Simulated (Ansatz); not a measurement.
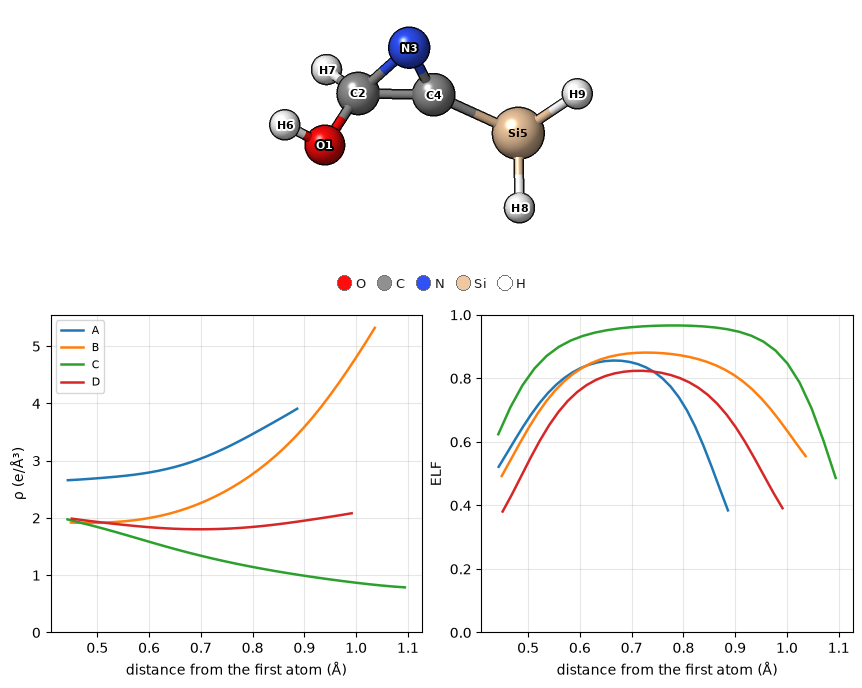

The picture shows: C₂H₅NOSi (SMILES OC1N=C1[SiH3]). Total electron density and electron localisation function along straight lines between neighbouring atoms. The curves leave out the atomic cores. The structure is drawn too.

Geometry: PBE0-D4/def2-TZVP.

Level of theory: Ansatz 0.2.0, RKS PBE0-D4/def2-TZVPP.

```xyz
10

O    -1.7779    1.2917    0.1796
C    -0.5779    0.9686    0.7829
N    -0.4541   -0.3580    1.4299
C     0.1264   -0.2000    0.3162
Si    1.1133   -1.1334   -0.9578
H    -2.3768    1.6388    0.8479
H    -0.0584    1.7999    1.2554
H     0.3453   -1.1211   -2.2251
H     1.3433   -2.5190   -0.4855
H     2.4000   -0.4186   -1.1408
```

> Which curve belongs to which contact (C–C, C–N, C–O and C–Si)? The first atom named is at distance zero.

Curve A: C–N (1.27 Å): ρ is about 2.9 e/Å³ halfway; the ELF peaks at about 0.85 between the atoms (a short, multiple covalent bond). Curve B: C–O (1.38 Å): ρ is about 2.2 e/Å³ halfway, with its minimum of 1.9 e/Å³ about 0.5 Å from C; the ELF peaks at about 0.90 between the atoms (a shared but strongly polarised pair). Curve C: C–Si (1.86 Å): the density is about 0.95 e/Å³ at the midpoint; the ELF peaks at about 0.95 between the atoms, as expected for a covalent bond. Curve D: C–C (1.44 Å): the density is about 1.8 e/Å³ at the midpoint; the ELF peaks at about 0.80 between the atoms, as expected for localised, covalent bonding.
